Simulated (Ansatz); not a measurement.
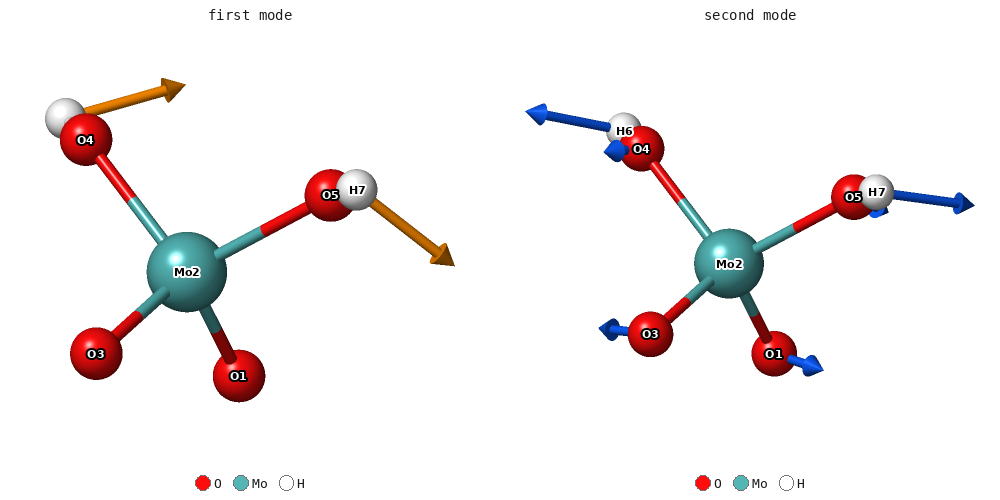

The system is H2MoO4, SMILES [O]=[Mo](=[O])([OH])[OH]; the picture shows the reference structure; its two panels give the patterns of the first and the second mode as arrows. Coordinates scanned: (1) normal mode 2 (236 cm⁻¹); (2) normal mode 5 (274 cm⁻¹). Nothing is relaxed (straight displacements along the two mass-weighted modes). The scan uses a 15 × 15 grid. Energies: kJ/mol, counted from the relaxed molecule at the same level. The calculation used RHF/def2-SVP in Ansatz.

Its coordinates:

```xyz
7

O    -0.3582   -1.8573   -0.1182
Mo    0.1012   -0.3177    0.2000
O     1.0239   -0.3214    1.5532
O    -1.3887    0.7537    0.4680
O     1.0690    0.3501   -1.2343
H    -2.3187    0.5948    0.3937
H     1.9327    0.7298   -1.3081
```

Range: normal mode 2 (236 cm⁻¹) from −0.77 to 0.77 amu½·Å; normal mode 5 (274 cm⁻¹) from −1.653 to 1.653 amu½·Å.

> What landscape does the calculation give?

The lowest grid point is at normal mode 2 (236 cm⁻¹) = 0.00 amu½·Å, normal mode 5 (274 cm⁻¹) = 0.000 amu½·Å, 0 kJ/mol from the relaxed molecule at the same level. The highest grid point, normal mode 2 (236 cm⁻¹) = 0.77 amu½·Å, normal mode 5 (274 cm⁻¹) = −1.653 amu½·Å, lies 151 kJ/mol above the lowest.

| normal mode 5 (274 cm⁻¹) ↓, normal mode 2 (236 cm⁻¹) → | −0.77 | −0.66 | −0.55 | −0.44 | −0.33 | −0.22 | −0.11 | 0.00 | 0.11 | 0.22 | 0.33 | 0.44 | 0.55 | 0.66 | 0.77 |
| --- | --- | --- | --- | --- | --- | --- | --- | --- | --- | --- | --- | --- | --- | --- | --- |
| 1.653 | 149 | 123 | 101 | 83 | 69 | 59 | 53 | 51 | 52 | 58 | 68 | 81 | 98 | 120 | 145 |
| 1.416 | 123 | 98 | 78 | 62 | 50 | 42 | 37 | 35 | 36 | 41 | 49 | 61 | 76 | 96 | 120 |
| 1.180 | 101 | 77 | 59 | 45 | 35 | 28 | 24 | 23 | 24 | 27 | 34 | 44 | 58 | 75 | 98 |
| 0.944 | 82 | 60 | 43 | 31 | 23 | 17 | 15 | 14 | 14 | 17 | 22 | 30 | 42 | 59 | 80 |
| 0.708 | 68 | 47 | 31 | 21 | 14 | 10 | 8 | 7 | 8 | 10 | 14 | 20 | 31 | 46 | 67 |
| 0.472 | 58 | 37 | 23 | 13 | 8 | 5 | 3 | 3 | 3 | 5 | 8 | 13 | 22 | 37 | 57 |
| 0.236 | 52 | 32 | 18 | 9 | 4 | 2 | 1 | 1 | 1 | 2 | 4 | 9 | 18 | 31 | 51 |
| 0.000 | 50 | 30 | 16 | 8 | 3 | 1 | 0 | 0 | 0 | 1 | 3 | 8 | 16 | 30 | 50 |
| −0.236 | 52 | 32 | 18 | 9 | 4 | 2 | 1 | 1 | 1 | 2 | 4 | 9 | 18 | 32 | 52 |
| −0.472 | 58 | 38 | 23 | 14 | 8 | 5 | 4 | 3 | 4 | 5 | 8 | 14 | 24 | 38 | 59 |
| −0.708 | 69 | 48 | 32 | 21 | 14 | 10 | 8 | 7 | 8 | 10 | 15 | 22 | 33 | 48 | 70 |
| −0.944 | 83 | 61 | 44 | 32 | 23 | 18 | 15 | 14 | 15 | 18 | 24 | 32 | 45 | 62 | 85 |
| −1.180 | 101 | 78 | 60 | 45 | 35 | 28 | 24 | 23 | 24 | 29 | 36 | 47 | 61 | 80 | 103 |
| −1.416 | 122 | 98 | 78 | 62 | 50 | 42 | 37 | 35 | 37 | 43 | 51 | 64 | 80 | 101 | 125 |
| −1.653 | 147 | 122 | 101 | 83 | 69 | 59 | 53 | 51 | 54 | 60 | 71 | 85 | 103 | 125 | 151 |

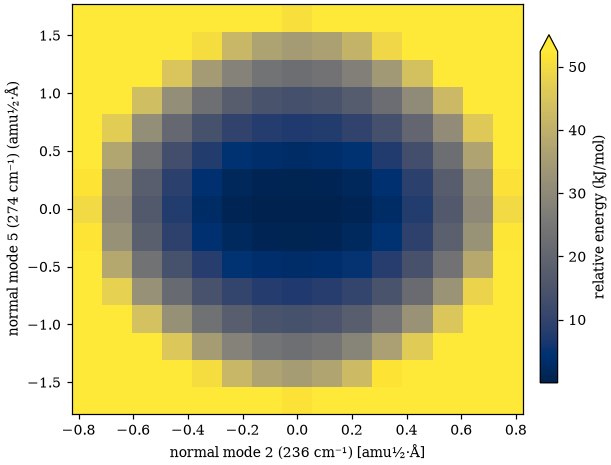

Drawn: one coloured cell a grid point, one colour for all values above the top of the scale.

Time for the 225 points that were run: 11 min on 1 thread of Arm Neoverse V1, with other jobs on the host.
